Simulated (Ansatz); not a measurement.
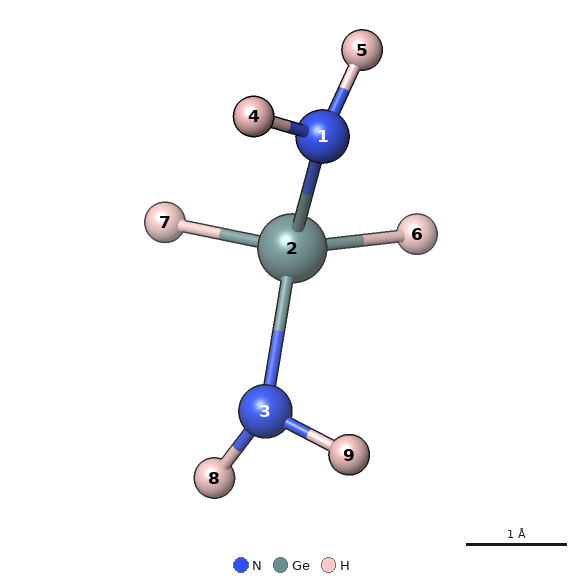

Source: calculation with Ansatz.

Orthographic view. Atoms fade into the background with distance from the viewer. Geometry: moved along internal coordinates away from the minimum.

Give the geometry as a Z-matrix, atoms in numerical order, with these reference atoms: 2 to 1; 3 to 2, 1; 4 to 1, 2, 3; 5 to 1, 4, 2; 6 to 2, 1, 5; 7 to 2, 6, 1; 8 to 3, 2, 6; 9 to 3, 8, 2.

```
N  
Ge   1   1.832
N    2   1.832   1   103.7
H    1   1.010   2   123.5   3   -63.9
H    1   1.010   4   109.3   2   131.0
H    2   1.547   1   105.1   5    42.1
H    2   1.547   6   109.7   1   126.3
H    3   1.010   2   115.2   6   -86.8
H    3   1.010   8   109.3   2  -130.6
```
